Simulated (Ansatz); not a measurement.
The reference is Rh in the fcc (Cu type) structure (space group Fm-3m, No. 225; a = 3.7551 Å; relaxed with 0.1 eV smearing).

Structures relaxed with LDA (Ansatz, a quantum-chemistry and plane-wave program), no SOC.

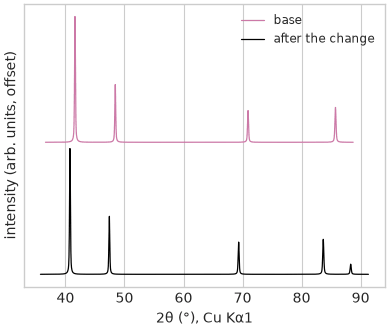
*Simulated powder patterns before (top) and after one change*

Task: Which change produced these results?
A. isotropic strain −2.00 %
B. isotropic strain +1.00 %
C. isotropic strain +2.00 %
D. isotropic strain +2.50 %

Result: C, isotropic strain +2.00 %. Its volume per atom is 14.05 Å³ against 13.24 Å³, and its space group is Fm-3m (No. 225).

Whether these cells are dynamically stable was not tested. The final runs are not spin-polarised. Rh lies near a magnetic instability that expansion can trigger; it was not tested.
